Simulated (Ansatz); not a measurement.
**TiC (Fm-3m): Drude plasma energy against volume**

The cell of TiC (Fm-3m) is scaled evenly and the response computed anew at each volume, on one mesh.

Symmetry: Fm-3m, No. 225, cubic system. The conventional cell has a = 4.319 Å, b = 4.319 Å, c = 4.319 Å, α = 90.00°, β = 90.00°, γ = 90.00°. Around Ti on site a lie 6 C at 2.16 Å. Around C on site b lie 6 Ti at 2.16 Å.

Method: Ansatz 0.2.0, PBE, independent particles, k-mesh 18×18×18 with interpolation inside its cells, Gaussian parameter 0.1 eV.

Launch of the response step: `ansatz run input.yaml --threads 4 --pin off --max-ram 8192MiB --backend cpu --events-out ev --progress --plain --runs-dir out`. The series took 66 s in all, on 4 threads of Arm Neoverse V1 (shared host).

```tsv
V/V₀	V (Å³, primitive cell)	Drude plasma energy (eV)
0.94	18.93	?
0.96	19.33	3.6882
0.98	19.73	3.6613
1.00	20.14	3.6352
1.02	20.54	3.6091
1.04	20.94	3.5825
1.06	21.34	3.5558
```

For small changes the quantity should be close to linear in ln V.

Working, on the rows shown:

| x = ln(V/V₀) | y = Drude plasma energy |
| --- | --- |
| -0.040822 | 3.6882 |
| -0.0202027 | 3.6613 |
| 0 | 3.6352 |
| 0.0198026 | 3.6091 |
| 0.0392207 | 3.5825 |
| 0.0582689 | 3.5558 |

Means: x̄ = 0.0093779, ȳ = 3.622. Σ(x − x̄)(y − ȳ) = -0.009159, Σ(x − x̄)² = 0.006873. Slope = -0.009159 / 0.006873 = -1.333; intercept = ȳ − slope · x̄ = 3.6345. The line misses the rows shown by at most 0.0011 eV.

Task: What does the fit predict for the withheld row, and how well does it do?

Result: At x = -0.061875 the line gives y = 3.717 eV. The run gave 3.7169 eV, so the extrapolation is off by 7.9e-05 eV, 0.0 % of the range in the table.

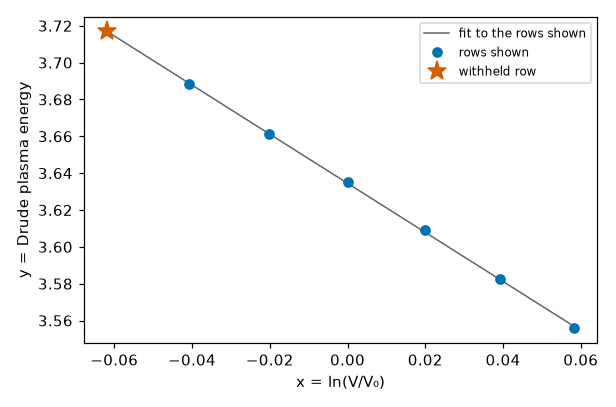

Between the rows on either side of x = 0 the slope is (3.6091 − 3.6613) / (0.019803 − (-0.020203)) = -1.305. So d ln ωp/d ln V = -0.36; free electrons would give −0.50. The cell comes from an older database entry, whose edges can be off by a per cent or so. The values come from a sum over the points of one k-mesh and carry its error, which is largest for Fermi-surface quantities.

[Logs are printed without paths, hosts, clocks, repeated set-up lines and the standing remarks that a program may print on its own settings, such as how far it seeks lower states.]
